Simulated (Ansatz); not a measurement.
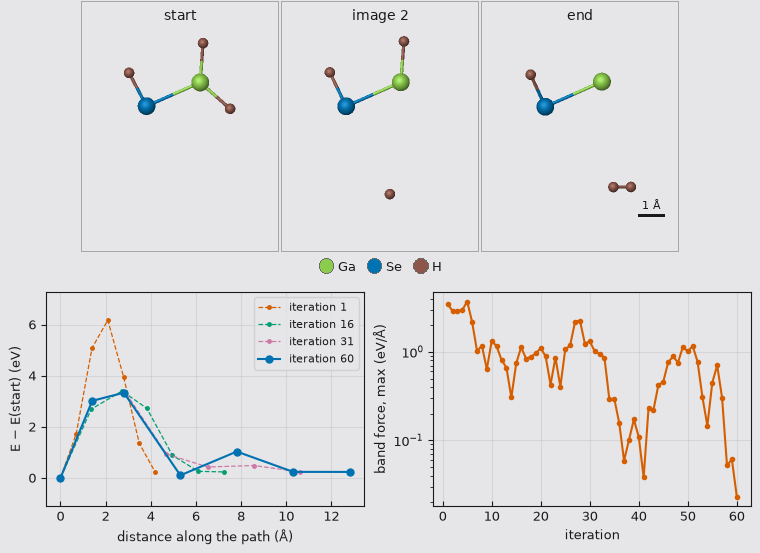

A search for the minimum-energy path of GaH$_{3}$Se by the nudged elastic band. Images are numbered from 0 (start) to 6 (end). The plot follows the band through its iterations. The picture is a ball-and-stick view, seen at a tilt.

Level of theory: UKS revPBE/def2-mTZVP in Ansatz.

The input:
```yaml
crystal:
  periodic: [false, false, false]
  atoms:
    - { symbol: Ga, position_ang: [-0.498816, -0.522258, -0.177136] }
    - { symbol: Se, position_ang: [0.751446, 1.462381, -0.419193] }
    - { symbol: H, position_ang: [-0.191133, -1.460893, 1.053479] }
    - { symbol: H, position_ang: [-1.582355, -0.759896, -1.299589] }
    - { symbol: H, position_ang: [1.570757, 1.207066, 0.80104] }
magnetization:
  spin_polarized: true
basis:
  gaussian: { orbitals: def2-mTZVP }
hamiltonian:
  xc: revpbe
neb:
  order_check: false
  images: 5
  f_tol: 0.03
  max_iterations: 60
  initial_path: linear
  final_atoms:
    - { symbol: Ga, position_ang: [-1.42378102, -1.27425411, -0.40427173] }
    - { symbol: Se, position_ang: [-0.71599855, 0.93015043, -1.32473631] }
    - { symbol: H, position_ang: [1.69802374, -0.29710465, 2.46132633] }
    - { symbol: H, position_ang: [-1.40925342, 0.53967075, -2.59264616] }
    - { symbol: H, position_ang: [1.90090825, 0.02793759, 1.81892887] }
```

Launched with:
```bash
ansatz run input.yaml --threads 2 --pin off --max-ram 3072MiB --backend cpu --events-out ev --progress --plain --runs-dir out
```

Did the band converge, and can the barrier be trusted?

The result isn't final. The band hadn't converged when the run stopped after 60 iterations. The largest component of the band force went from 3.5 to 0.023 eV/Å. The barrier read from it is provisional, though the highest image hardly moved in the last two iterations. The straight starting path can push atoms close together and costs iterations. The first iteration put the highest image at 6.17 eV. Relative to the start the highest point is image 2 at +3.33 eV and the end lies at +0.23 eV, but the profile dips to +0.10 eV at image 3 on the way, so there may be more than one step; on an unconverged band the side maxima are provisional.

The run took 7.3 min on 2 threads of Arm Neoverse V2 (shared host), peak memory 0.18 GiB.
